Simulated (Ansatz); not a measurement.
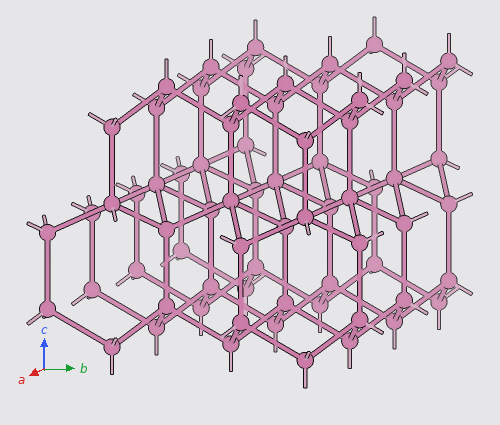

A cut-out of a periodic net derived from a crystal structure. Nodes are coloured by topological kind. Short stubs are edges that leave the cut-out.

Describe the net.

A uninodal 4-connected, three-periodic net. It is the lon net, known from lonsdaleite, wurtzite and tridymite.

Give point symbol and coordination sequence.

6⁶, sequence 4, 12, 25, 44, 67.

The net was derived as follows. PtSe (space group P6_3mc, No. 186): the end point of a relaxation with DFT PBE, scalar-relativistic, plane waves, PAW (Ansatz); the starting structure was generated, so it need not be a known form of this composition. Bonds are taken as Pt–Se below 2.8 Å. Simplification: prune 0- and 1-connected atoms, fold 2-connected ones into links. Pt and Se are 4-connected nodes.
